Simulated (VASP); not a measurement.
# A VASP study of Ge2SeO (PBE + D3): structure first, properties next, part 3 of 5

What structure does Ge2SeO take at this level, and what are its properties? The cell is invented: it takes the structure of a Materials Project entry for GeSe (space group 225 there), with some of its atoms replaced by other elements, volume scaled by an estimate. It may not be a known or stable phase.

VASP 6.6.1, plane waves and PAW; the level of theory is named at each step.

Still holding for the runs below: The k-mesh is coarse for a metal.

So far. Step 3 (Rough relaxation of the start cell): It ends with a largest force of 0.032 eV/Å and a pressure of 0.05 GPa. The relaxed cell has a = 3.712, c = 17.767 Å (conventional setting).

## Step 4: Relaxing cell and atoms (PBE + D3)

Level of this step: PBE with D3; plane waves and PAW (Se, Ge_d, O); invented cell (VASP).

Properties are meant for the cell that this level of theory prefers, so cell and atoms are relaxed first (ISIF = 3) until forces and stress are small; EDIFFG sets the threshold.

INCAR reads:

```
SYSTEM = Ge2SeO
PREC = Accurate
ENCUT = 520
EDIFF = 1E-06
NELM = 100
ISMEAR = 0
SIGMA = 0.05
LREAL = .FALSE.
ALGO = Normal
GGA = PE
IVDW = 11
NBANDS = 26
LORBIT = 11
LWAVE = .FALSE.
LCHARG = .FALSE.
KPAR = 2
IBRION = 2
NSW = 60
ISIF = 3
EDIFFG = -0.01
```

POSCAR reads:

```
Ge2SeO
1.0
    1.8557705637      1.0714294515      5.9223723186
   -1.8557705637      1.0714294515      5.9223723186
    0.0000000000     -2.1428599016      5.9223723161
Se Ge O
1 2 1
Direct
    0.0000000000      0.0000000000      0.0000000000
    0.7654368439      0.7654368439      0.7654368438
    0.2345631561      0.2345631561      0.2345631562
    0.5000000000      0.5000000000      0.5000000000
```

KPOINTS reads:

```
Automatic mesh
0
Gamma
6 6 6
0 0 0
```

The projector-augmented-wave data sets are Se, Ge_d and O (PBE family, release 64).

Started as:

```bash
mpirun -np 2 vasp_std
```

Log:

```text
[... set-up lines as in an earlier step ...]
 entering main loop
       N       E                     dE             d eps       ncg     rms          rms(c)
DAV:   1     0.331021398690E+03    0.33102E+03   -0.20391E+04  1966   0.367E+03
DAV:   2     0.354304165750E+02   -0.29559E+03   -0.28763E+03  1736   0.700E+02
DAV:   3    -0.180283634199E+02   -0.53459E+02   -0.52115E+02  1962   0.179E+02
DAV:   4    -0.207623221006E+02   -0.27340E+01   -0.27198E+01  1952   0.437E+01
DAV:   5    -0.208144487198E+02   -0.52127E-01   -0.52062E-01  2020   0.671E+00    0.879E+00
DAV:   6    -0.195232626817E+02    0.12912E+01   -0.16066E+01  2248   0.251E+01    0.718E+00
DAV:   7    -0.188966945039E+02    0.62657E+00   -0.51848E+00  1974   0.934E+00    0.214E+00
DAV:   8    -0.189033100496E+02   -0.66155E-02   -0.46332E-01  1730   0.335E+00    0.905E-01
DAV:   9    -0.189020333403E+02    0.12767E-02   -0.38468E-02  2212   0.124E+00    0.307E-01
DAV:  10    -0.189020310437E+02    0.22966E-05   -0.10381E-02  2008   0.584E-01    0.809E-02
DAV:  11    -0.189020978445E+02   -0.66801E-04   -0.61675E-04  2002   0.151E-01    0.190E-02
DAV:  12    -0.189021129347E+02   -0.15090E-04   -0.50046E-05  1966   0.473E-02    0.102E-02
DAV:  13    -0.189021115314E+02    0.14033E-05   -0.11449E-05  1684   0.201E-02    0.359E-03
DAV:  14    -0.189021112193E+02    0.31208E-06   -0.12216E-06   990   0.660E-03
   1 F= -.19597638E+02 E0= -.19597460E+02  d E =-.195976E+02
 curvature:   0.00 expect dE= 0.000E+00 dE for cont linesearch  0.000E+00
 trial: gam= 0.00000 g(F)=  0.187E-03 g(S)=  0.309E-03 ort = 0.000E+00 (trialstep = 0.100E+01)
 search vector abs. value=  0.496E-03
 bond charge predicted
       N       E                     dE             d eps       ncg     rms          rms(c)
DAV:   1    -0.189035720638E+02   -0.14605E-02   -0.87889E-02  2554   0.325E+00    0.339E-01
DAV:   2    -0.189017641299E+02    0.18079E-02   -0.78811E-03  2118   0.838E-01    0.174E-01
DAV:   3    -0.189012366114E+02    0.52752E-03   -0.26135E-03  2398   0.401E-01    0.109E-01
DAV:   4    -0.189009616129E+02    0.27500E-03   -0.64096E-04  2160   0.266E-01    0.228E-02
DAV:   5    -0.189009509113E+02    0.10702E-04   -0.96675E-05  2078   0.109E-01    0.129E-02
DAV:   6    -0.189009486029E+02    0.23084E-05   -0.11461E-05  1922   0.328E-02    0.400E-03
DAV:   7    -0.189009485070E+02    0.95873E-07   -0.12911E-06   882   0.151E-02
   2 F= -.19598113E+02 E0= -.19597935E+02  d E =-.475027E-03
[... from here on, the cycles between the ionic steps are left out ...]
   3 F= -.19599098E+02 E0= -.19598920E+02  d E =-.145986E-02
   4 F= -.19595402E+02 E0= -.19595220E+02  d E =0.223649E-02
   5 F= -.19599176E+02 E0= -.19598997E+02  d E =-.153767E-02
   6 F= -.19599395E+02 E0= -.19599217E+02  d E =-.219511E-03
   7 F= -.19599916E+02 E0= -.19599737E+02  d E =-.740088E-03
   8 F= -.19600002E+02 E0= -.19599824E+02  d E =-.826527E-03
   9 F= -.19600364E+02 E0= -.19600185E+02  d E =-.361349E-03
  10 F= -.19601161E+02 E0= -.19600982E+02  d E =-.115829E-02
  11 F= -.19601033E+02 E0= -.19600855E+02  d E =-.103107E-02
  12 F= -.19601414E+02 E0= -.19601235E+02  d E =-.141113E-02
  13 F= -.19601423E+02 E0= -.19601245E+02  d E =-.142108E-02
  14 F= -.19601866E+02 E0= -.19601687E+02  d E =-.442068E-03
  15 F= -.19602160E+02 E0= -.19601982E+02  d E =-.736720E-03
  16 F= -.19602176E+02 E0= -.19601998E+02  d E =-.752691E-03
  17 F= -.19602201E+02 E0= -.19602023E+02  d E =-.249970E-04
  18 F= -.19602215E+02 E0= -.19602036E+02  d E =-.387022E-04
 curvature:  -0.67 expect dE=-0.349E-04 dE for cont linesearch -0.150E-05
 ZBRENT: increasing intervall
 opt :   2.0308  next Energy=   -19.602213 (dE=-0.367E-04)
 bond charge predicted
       N       E                     dE             d eps       ncg     rms          rms(c)
DAV:   1    -0.188838932833E+02    0.40028E-03   -0.94967E-03  2258   0.806E-01    0.940E-02
DAV:   2    -0.188837770516E+02    0.11623E-03   -0.41102E-04  2236   0.239E-01    0.546E-02
DAV:   3    -0.188837345974E+02    0.42454E-04   -0.16764E-04  2364   0.117E-01    0.333E-02
DAV:   4    -0.188837125468E+02    0.22051E-04   -0.57464E-05  2630   0.872E-02    0.500E-03
DAV:   5    -0.188837125517E+02   -0.49595E-08   -0.10996E-05  1956   0.357E-02    0.320E-03
DAV:   6    -0.188837123794E+02    0.17238E-06   -0.61388E-07   848   0.785E-03
  19 F= -.19602219E+02 E0= -.19602040E+02  d E =-.424179E-04
 curvature:   0.91 expect dE= 0.262E-04 dE for cont linesearch  0.888E-06
 trial: gam= 0.64800 g(F)=  0.366E-05 g(S)=  0.250E-04 ort =-0.856E-05 (trialstep = 0.831E+00)
 search vector abs. value=  0.492E-04
 reached required accuracy - stopping structural energy minimisation
```

It took 26 min on 2 MPI ranks of AMD EPYC 7R43, shared host; peak memory 0.83 GiB.

Parts of OUTCAR (step 4):

```text
  LATTYP: Found a trigonal (rhomboedric) cell.
 ALAT       =     6.2981218895
 COS(alpha) =     0.8263573079

The static configuration has the point symmetry D_3d.

 Found     32 irreducible k-points:

   k-points           NKPTS =     32   k-points in BZ     NKDIM =     32   number of bands    NBANDS=     26

   dimension x,y,z NGX =    48 NGY =   48 NGZ =   48
   dimension x,y,z NGXF=    96 NGYF=   96 NGZF=   96

   ENCUT  =  520.0 eV  38.22 Ry    6.18 a.u.  11.71 11.71 11.71*2*pi/ulx,y,z

   NELECT =      40.0000    total number of electrons

 Edisp (eV)   -0.71792

 E-fermi :   5.2831

 k-point     1 :       0.0000    0.0000    0.0000
  band No.  band energies     occupation
    ...
     15       1.9145      2.00000
     16       1.9145      2.00000
     17       2.7396      2.00000
     18       3.8477      2.00000
     19       3.8477      2.00000
     20       5.5107      0.00000
     21       5.6722      0.00000
     22       6.9905      0.00000
     23       6.9905      0.00000
     24      10.4053      0.00000
    ...

 k-point     2 :       0.1667    0.0000    0.0000
  band No.  band energies     occupation
    ...
     16       1.7001      2.00000
     17       2.5184      2.00000
     18       3.1840      2.00000
     19       3.4095      2.00000
     20       4.1728      2.00000
     21       6.8100      0.00000
     22       7.5039      0.00000
     23       8.4891      0.00000
     24       9.1748      0.00000
     25       9.9474      0.00000
    ...

 Edisp (eV)   -0.71851

  Total      -0.02205    -0.02205    -0.03316     0.00000     0.00000     0.00000
  in kB      -0.48775    -0.48775    -0.73346     0.00000     0.00000     0.00000
  external pressure =       -0.57 kB  Pullay stress =        0.00 kB

  energy-cutoff  :      520.00
  volume of cell :       72.43
      direct lattice vectors                 reciprocal lattice vectors
     1.868080513  1.078536601  5.991910494     0.267654417  0.154530328  0.055630568
    -1.868080513  1.078536601  5.991910494    -0.267654417  0.154530328  0.055630568
     0.000000000 -2.157074219  5.991910493     0.000000000 -0.309060655  0.055630542

 POSITION                                       TOTAL-FORCE (eV/Angst)
 -----------------------------------------------------------------------------------
     -0.00000     -0.00000      0.00000        -0.000000      0.000000      0.000000
      0.00000     -0.00000     13.74898        -0.000000      0.000000     -0.006155
      0.00000     -0.00000      4.22675         0.000000     -0.000000      0.006155
      0.00000     -0.00000      8.98787         0.000000      0.000000      0.000000
 -----------------------------------------------------------------------------------
    total drift:                                0.000000      0.000000     -0.000000

  FREE ENERGIE OF THE ION-ELECTRON SYSTEM (eV)
  ---------------------------------------------------
  free  energy   TOTEN  =       -19.6022185862 eV

  energy  without entropy=      -19.6018614975  energy(sigma->0) =      -19.60204004

 total charge
# of ion       s       p       d       tot
------------------------------------------
    1        1.470   2.314   0.036   3.821
    2        1.370   0.624  10.026  12.020
    3        1.370   0.624  10.026  12.020
    4        1.601   3.233   0.000   4.834
--------------------------------------------------
tot          5.810   6.795  20.089  32.694

[... 2 parts as in an earlier step ...]

[... 7 further parts left out ...]
```

Relaxation path:

| step | energy less that of the first step (eV) | largest force (eV/Å) | pressure (GPa) | volume (Å³) |
| --- | --- | --- | --- | --- |
| 1 | 0.0000 | 0.0440 | 0.16 | 70.65 |
| 2 | -0.0005 | 0.0312 | 0.20 | 70.83 |
| 3 | -0.0015 | 0.0155 | 0.46 | 71.37 |
| 4 | 0.0022 | 0.1716 | -0.28 | 72.44 |
| 5 | -0.0015 | 0.0268 | 0.39 | 71.48 |
| 6 | -0.0018 | 0.0309 | 0.41 | 71.59 |
| 7 | -0.0023 | 0.0474 | 0.25 | 71.92 |
| 8 | -0.0024 | 0.0556 | 0.21 | 72.04 |
| 9 | -0.0027 | 0.0497 | 0.20 | 72.12 |
| 10 | -0.0035 | 0.0369 | -0.06 | 72.35 |
| 11 | -0.0034 | 0.0200 | -0.80 | 72.82 |
| 12 | -0.0038 | 0.0297 | -0.24 | 72.52 |
| 13 | -0.0038 | 0.0270 | -0.34 | 72.58 |
| 14 | -0.0042 | 0.0102 | -0.26 | 72.51 |
| 15 | -0.0045 | 0.0278 | 0.12 | 72.34 |
| 16 | -0.0045 | 0.0191 | 0.04 | 72.38 |
| 17 | -0.0046 | 0.0157 | -0.05 | 72.39 |
| 18 | -0.0046 | 0.0125 | -0.07 | 72.41 |
| 19 | -0.0046 | 0.0062 | -0.06 | 72.43 |

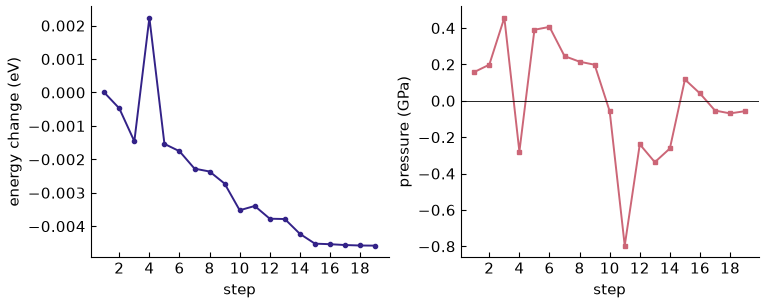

Energy and pressure along the relaxation.

| conventional cell, symmetrised | before | after | change |
| --- | --- | --- | --- |
| a (Å) | 3.712 | 3.736 | +0.7 % |
| b (Å) | 3.712 | 3.736 | +0.7 % |
| c (Å) | 17.767 | 17.976 | +1.2 % |
| volume (Å³/atom) | 17.66 | 18.11 | +2.5 % |

The atoms that moved most (Å, as changes of fractional coordinates times the final cell):

| atom | dx | dy | dz | length |
| --- | --- | --- | --- | --- |
| Ge2 | 0.000 | 0.000 | -0.010 | 0.010 |
| Ge3 | 0.000 | 0.000 | 0.010 | 0.010 |

The relaxed structure:

```xyz
4
Lattice="1.8681 1.0785 5.9919 -1.8681 1.0785 5.9919 0.0000 -2.1571 5.9919" Properties=species:S:1:pos:R:3 pbc="T T T"
Se    0.0000    0.0000    0.0000
Ge    0.0000    0.0000   13.7490
Ge    0.0000    0.0000    4.2267
O     0.0000    0.0000    8.9879
```

This step gave:

| Property | Result |
| --- | --- |
| irreducible k-points | 32 |
| Fermi energy | 5.283 eV |
| pressure | -0.05697 GPa |
| SCF cycles over all ionic steps | 135 |

It ends with a largest force of 0.006 eV/Å and a pressure of -0.06 GPa.

## Step 5: Second relaxation

A relaxation keeps the plane waves of the cell it began with, so it is repeated from the new cell, on a basis made for it.

INCAR is that of step 4.

POSCAR reads:

```
Ge2SeO
1.0
    1.8680805134      1.0785366012      5.9919104936
   -1.8680805134      1.0785366012      5.9919104936
    0.0000000000     -2.1570742192      5.9919104932
Se Ge O
1 2 1
Direct
    0.0000000000      0.0000000000      0.0000000000
    0.7648635595      0.7648635595      0.7648635593
    0.2351364405      0.2351364405      0.2351364407
    0.5000000000      0.5000000000      0.5000000000
```

KPOINTS is that of step 4.

Started as:

```bash
mpirun -np 2 vasp_std
```

Log:

```text
[... set-up lines as in an earlier step ...]
 entering main loop
       N       E                     dE             d eps       ncg     rms          rms(c)
DAV:   1     0.335498726859E+03    0.33550E+03   -0.20471E+04  1922   0.360E+03
DAV:   2     0.369593266356E+02   -0.29854E+03   -0.29087E+03  1704   0.706E+02
DAV:   3    -0.181056624700E+02   -0.55065E+02   -0.53591E+02  1968   0.180E+02
DAV:   4    -0.208070268123E+02   -0.27014E+01   -0.26864E+01  1958   0.432E+01
DAV:   5    -0.208597386669E+02   -0.52712E-01   -0.52586E-01  1990   0.676E+00    0.883E+00
DAV:   6    -0.195577407838E+02    0.13020E+01   -0.16722E+01  2216   0.250E+01    0.746E+00
DAV:   7    -0.188799736039E+02    0.67777E+00   -0.56936E+00  1970   0.947E+00    0.210E+00
DAV:   8    -0.188859597645E+02   -0.59862E-02   -0.49569E-01  1722   0.341E+00    0.911E-01
DAV:   9    -0.188846610340E+02    0.12987E-02   -0.42233E-02  2170   0.128E+00    0.330E-01
DAV:  10    -0.188845770541E+02    0.83980E-04   -0.11367E-02  2014   0.611E-01    0.801E-02
DAV:  11    -0.188846640890E+02   -0.87035E-04   -0.60556E-04  1912   0.151E-01    0.194E-02
DAV:  12    -0.188846812425E+02   -0.17153E-04   -0.45238E-05  1982   0.469E-02    0.875E-03
DAV:  13    -0.188846801679E+02    0.10746E-05   -0.85530E-06  1610   0.184E-02    0.378E-03
DAV:  14    -0.188846798092E+02    0.35863E-06   -0.13010E-06   966   0.725E-03
   1 F= -.19603186E+02 E0= -.19603007E+02  d E =-.196032E+02
 curvature:   0.00 expect dE= 0.000E+00 dE for cont linesearch  0.000E+00
 trial: gam= 0.00000 g(F)=  0.354E-05 g(S)=  0.208E-04 ort = 0.000E+00 (trialstep = 0.100E+01)
 search vector abs. value=  0.243E-04
 reached required accuracy - stopping structural energy minimisation
```

It took 2.5 min on 2 MPI ranks; peak memory 0.65 GiB; 4.9 min of CPU time.

Parts of OUTCAR (step 5):

```text
  LATTYP: Found a trigonal (rhomboedric) cell.
 ALAT       =     6.3683559392
 COS(alpha) =     0.8279056575

The static configuration has the point symmetry D_3d.

 Found     32 irreducible k-points:

   ENCUT  =  520.0 eV  38.22 Ry    6.18 a.u.  11.84 11.84 11.84*2*pi/ulx,y,z

   NELECT =      40.0000    total number of electrons

 E-fermi :   5.2834

 k-point     1 :       0.0000    0.0000    0.0000
  band No.  band energies     occupation
    ...
     15       1.9147      2.00000
     16       1.9147      2.00000
     17       2.7398      2.00000
     18       3.8478      2.00000
     19       3.8478      2.00000
     20       5.5107      0.00000
     21       5.6724      0.00000
     22       6.9906      0.00000
     23       6.9906      0.00000
     24      10.4054      0.00000
    ...

 k-point     2 :       0.1667   -0.0000    0.0000
  band No.  band energies     occupation
    ...
     16       1.7003      2.00000
     17       2.5186      2.00000
     18       3.1842      2.00000
     19       3.4096      2.00000
     20       4.1729      2.00000
     21       6.8101      0.00000
     22       7.5040      0.00000
     23       8.4892      0.00000
     24       9.1749      0.00000
     25       9.9475      0.00000
    ...

 Edisp (eV)   -0.71851

  Total      -0.02117    -0.02117    -0.02871     0.00000     0.00000     0.00000
  in kB      -0.46822    -0.46822    -0.63507     0.00000     0.00000     0.00000
  external pressure =       -0.52 kB  Pullay stress =        0.00 kB

 POSITION                                       TOTAL-FORCE (eV/Angst)
 -----------------------------------------------------------------------------------
      0.00000      0.00000      0.00000         0.000000     -0.000000     -0.000000
      0.00000     -0.00000     13.74898         0.000000      0.000000     -0.006058
      0.00000     -0.00000      4.22675         0.000000     -0.000000      0.006058
      0.00000     -0.00000      8.98787        -0.000000     -0.000000      0.000000
 -----------------------------------------------------------------------------------
    total drift:                                0.000000     -0.000000      0.000000

  FREE ENERGIE OF THE ION-ELECTRON SYSTEM (eV)
  ---------------------------------------------------
  free  energy   TOTEN  =       -19.6031860160 eV

  energy  without entropy=      -19.6028289273  energy(sigma->0) =      -19.60300747

 total charge
# of ion       s       p       d       tot
------------------------------------------
    1        1.470   2.314   0.036   3.821
    2        1.370   0.624  10.026  12.020
    3        1.370   0.624  10.026  12.020
    4        1.600   3.233   0.000   4.833
--------------------------------------------------
tot          5.809   6.795  20.089  32.693

[... 5 parts as in an earlier step ...]

[... 7 further parts left out ...]
```

CONTCAR:

```
Ge2SeO
   1.00000000000000
     1.8680805134000000    1.0785366011999999    5.9919104935999998
    -1.8680805134000000    1.0785366011999999    5.9919104935999998
     0.0000000000000000   -2.1570742192000001    5.9919104931999998
  Se              Ge              O
     1     2     1
Direct
     0.0000000000000000    0.0000000000000000    0.0000000000000000
     0.7648635595000002    0.7648635595000002    0.7648635592999966
     0.2351364404999998    0.2351364404999998    0.2351364407000034
     0.5000000000000000    0.5000000000000000    0.5000000000000000
```

Little changed from the start: no atom moved by 0.005 Å and no cell edge by 0.1 %.

Numbers from this step:

| Quantity | Value |
| --- | --- |
| pressure | -0.05238 GPa |
| SCF cycles over all ionic steps | 14 |

It ends with a largest force of 0.006 eV/Å and a pressure of -0.05 GPa. The volume moved by under 0.01 %: the run met its threshold at the first step.

(Continued in part 4 of 5.)

[Lines on the potential files, build, host, timing and source positions are cut from VASP's logs without a mark.]

[Logs are printed without paths, hosts, clocks, repeated set-up lines and the standing remarks that a program may print on its own settings, such as how far it seeks lower states.]

[Hosts, paths, dates, database ids (printed as entryN), source tags and the programs' standing remarks are cut or masked in the printed files.]

[A measured line is paired with the nearest computed mode of its activity, which favours agreement.]

[In band tables of VASP the shares of atoms and orbitals are scaled to a sum of 1 inside the atoms' spheres.]
